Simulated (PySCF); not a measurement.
# SnNBr: singlet, from a linear start

The task is one start of a wider search on SnNBr: the singlet, from a linear start. It is relaxed, tested by its Hessian and followed downhill if it is a saddle.

The runs use PySCF 2.14.0; PBE0, basis Sn def2-TZVP with ECP28, N def2-TZVP, Br def2-TZVP, scalar-relativistic core potentials, no spin–orbit coupling, density fitting.

**1. Starting geometry**

3 atoms, charge 0, spin multiplicity 1.

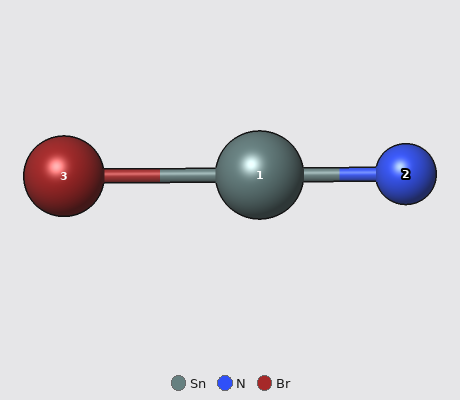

The starting geometry (tin teal, nitrogen blue, bromine red); atoms are numbered from 1 in the order of the file.

Coordinates in bohr (charge 0 multiplicity 1):
```
Sn    0.0000    0.0000   -1.5436
N     0.0000    0.0000   -5.1341
Br    0.0000    0.0000    3.2563
```

**2. Relaxation: linear start, singlet**

One driver script runs all steps and calls PySCF; scf.py shows how it sets up the SCF of each step. The optimiser is the driver's own. Before each start the driver seeks the lowest SCF state from one or more starting densities and follows internal instabilities, so scf.py alone need not reach the same state.

The program finds C∞v symmetry in the start, which this walk keeps. Threshold on the gradient: 0.0003 Eh/bohr, with a further test on the energy change.

Input file scf.py:

```python
from pyscf import gto, scf, dft
mol = gto.M(atom='''
Sn     0.000000     0.000000    -0.816858
N      0.000000     0.000000    -2.716858
Br     0.000000     0.000000     1.723142''',
    basis={'Sn': 'def2-TZVP', 'N': 'def2-TZVP', 'Br': 'def2-TZVP'},
    ecp={'Sn': 'def2-TZVP'},
    charge=0, spin=0)
mf = dft.RKS(mol, xc='PBE0')
mf.grids.atom_grid = (50, 194)
aux = {'Sn': 'def2-universal-JKFIT', 'N': 'def2-universal-JKFIT', 'Br': 'def2-universal-JKFIT'}
mf = mf.density_fit(auxbasis=aux)
mf.kernel()
```

Energy and gradient, step by step:

```
step   energy (Eh)  change (kJ/mol)  largest symmetric gradient (Eh/bohr)
   0  -2842.778330             0.00                               0.04195
   1  -2842.782970           -12.18                               0.01317
   2  -2842.783289           -13.02                               0.00155
   3  -2842.783293           -13.03                               0.00007
```

The walk ran for 6.7 s (4 threads, shared host).

Positions (Å) and forces (eV/Å) along the way:

```
step 0
Sn   0.000   0.000  -0.817   0.000   0.000  -1.265
N    0.000   0.000  -2.717   0.000   0.000   2.157
Br   0.000   0.000   1.723   0.000   0.000  -0.892
step 1
Sn   0.000   0.000  -0.827   0.000   0.000   0.677
N    0.000   0.000  -2.642   0.000   0.000  -0.255
Br   0.000   0.000   1.658   0.000   0.000  -0.422
step 2
Sn   0.000   0.000  -0.814   0.000   0.000   0.080
N    0.000   0.000  -2.635   0.000   0.000  -0.033
Br   0.000   0.000   1.638   0.000   0.000  -0.047
step 3
Sn   0.000   0.000  -0.812   0.000   0.000  -0.003
N    0.000   0.000  -2.634   0.000   0.000   0.001
Br   0.000   0.000   1.635   0.000   0.000   0.003
```

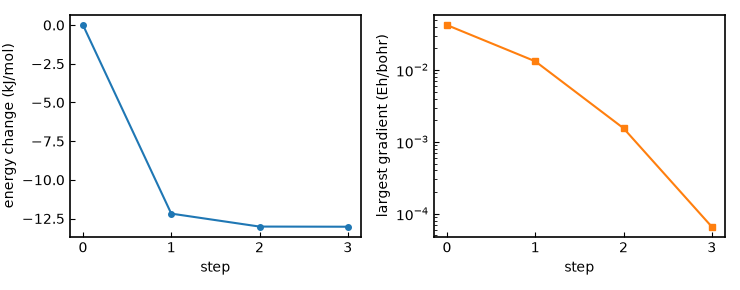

Energy and largest gradient along the walk.

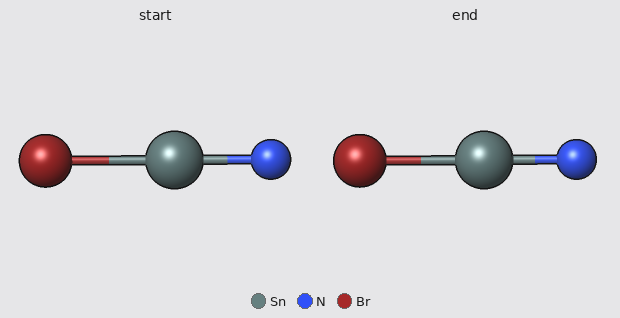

The geometry along the walk, at one scale.

It settles in C∞v symmetry, 13.0 kJ/mol below the start, after 3 steps: Sn–Br 2.447 Å, Sn–N 1.822 Å; Br–Sn–N 180.0°.

**3. Hessian and properties**

The point is checked on the finer grid, and tightened if its gradient asks for it. The Hessian and the dipole derivatives come from central differences of analytic gradients, with steps of 0.01 bohr.

scf.py, as its differences from that of step 2:

```diff
@@ -3,3 +3,3 @@
-Sn     0.000000     0.000000    -0.816858
-N      0.000000     0.000000    -2.716858
-Br     0.000000     0.000000     1.723142''',
+Sn     0.000000     0.000000    -0.787620
+N      0.000000     0.000000    -2.609385
+Br     0.000000     0.000000     1.659650''',
@@ -10 +10 @@
-mf.grids.atom_grid = (50, 194)
+mf.grids.atom_grid = (75, 302)
```

This SCF starts from the last density.

Log of the central SCF (cycles and frontier levels):

```text
init E= -2842.78322581748
  HOMO = -0.267523531544453  LUMO = -0.131367657898423  gap/eV = 3.70499
cycle= 1 E= -2842.78322581478  delta_E= 2.69e-09  |g|= 0.000105  |ddm|= 9.68e-05
  HOMO = -0.267491414879531  LUMO = -0.131354890961767  gap/eV = 3.70446
cycle= 2 E= -2842.78322575116  delta_E= 6.36e-08  |g|= 0.000513  |ddm|= 0.000476
  HOMO = -0.267517554483055  LUMO = -0.131365281781846  gap/eV = 3.70489
cycle= 3 E= -2842.78322581759  delta_E= -6.64e-08  |g|= 5.6e-06  |ddm|= 0.000396
  HOMO = -0.26751785590378  LUMO = -0.131365396015029  gap/eV = 3.70490
cycle= 4 E= -2842.78322581759  delta_E= -4.09e-12  |g|= 6.7e-08  |ddm|= 6.02e-06
  HOMO = -0.267517871936001  LUMO = -0.131365405391117  gap/eV = 3.70490
Extra cycle  E= -2842.7832258176  delta_E= -3.64e-12  |g|= 9.64e-08  |ddm|= 1.57e-07
converged SCF energy = -2842.7832258176
```

The whole step took 20 s.

Geometry: C∞v; Sn–Br 2.447 Å, Sn–N 1.822 Å; Br–Sn–N 180.0°.

Modes, for the most abundant isotopes:

```csv
symmetry,ω (cm⁻¹),IR (km/mol),μ (u),type
π,76,23.8,19.22,bend
σ+,256,20.7,70.24,stretch
σ+,874,11.0,15.60,stretch
```

Every mode is real; the point is a minimum.

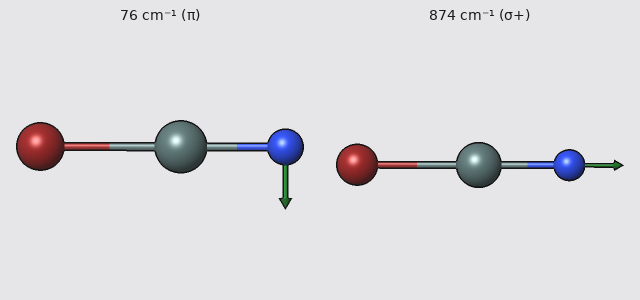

Displacements of 2 of the modes, as arrows (one member where a mode is degenerate).

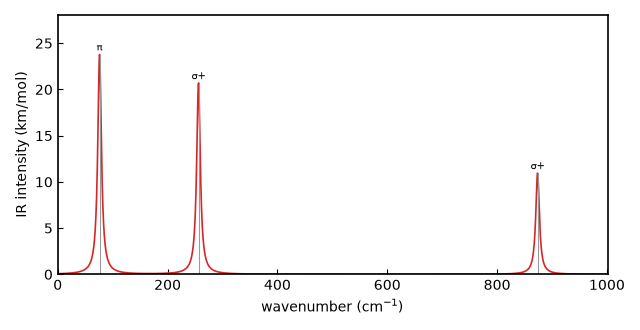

The harmonic infrared spectrum (widths in cm⁻¹). Lines are broadened to a width of 8 cm⁻¹ (Lorentzian).

Properties at this point:

```
Dipole moment                                                   : 3.39 D
Highest occupied level                                          : -7.28 eV
Lowest empty level                                              : -3.57 eV
Rotational constants                                            : 0.04355 cm⁻¹
Zero-point energy                                               : 7.7 kJ/mol
Principal polarisabilities                                      : 48.2, 48.2, 108.4 bohr³
Atomisation energy without zero-point energy                    : 443 kJ/mol
Principal traceless quadrupole moments about the centre of mass : -13.05, 6.52, 6.52 D Å
Entropy at 298.15 K and 1 bar                                   : 295.5 J/(mol K)
Heat capacity Cp at 298.15 K                                    : 55.1 J/(mol K)
Enthalpy at 298.15 K above 0 K                                  : 14.19 kJ/mol
Rotational symmetry number                                      : 1
```

Populations by atom (charges in e):

| atom | Mulliken | Löwdin | polar tensor | Mayer order to Sn1 |
| --- | --- | --- | --- | --- |
| Sn1 | 0.70 | 0.29 | 0.72 | – |
| N2 | -0.49 | -0.39 | -0.36 | 2.66 |
| Br3 | -0.22 | 0.11 | -0.36 | 0.99 |

Outer orbital energies (eV). occupied: -22.41, -20.34, -13.13, -9.80, -9.80, -9.31, -7.28, -7.28; empty: -3.57, -2.00, -2.00, 1.51.

Mulliken populations on Sn1 (outside its core potential): s 3.36, p 7.69, d 10.17, f 0.07.

**4. Summary of results**

| quantity | value |
| --- | --- |
| minimum | singlet, C∞v |
| geometry | Sn–Br 2.447 Å, Sn–N 1.822 Å; Br–Sn–N 180.0° |
| wavenumbers (cm⁻¹) | 76 (π), 256 (σ+), 874 (σ+) |
| dipole moment | 3.39 D |
| highest occupied, lowest empty level | -7.28, -3.57 eV |
| polar-tensor charge of Sn1 | +0.72 e |
| zero-point energy | 7.7 kJ/mol |
| entropy at 298.15 K | 295.5 J/(mol K) |
| atomisation energy (no zero-point energy) | 443 kJ/mol |

What this shows: The molecule stays C∞v, as typed, and the end point is a minimum. The strongest infrared band lies at 76 cm⁻¹ (π, bend). Only this shape and spin were tried, so other structures or states may lie lower. The soft modes, below some 90 cm⁻¹, carry numerical noise of tens of cm⁻¹, and the entropy with them.

The search up to here took 28 s.
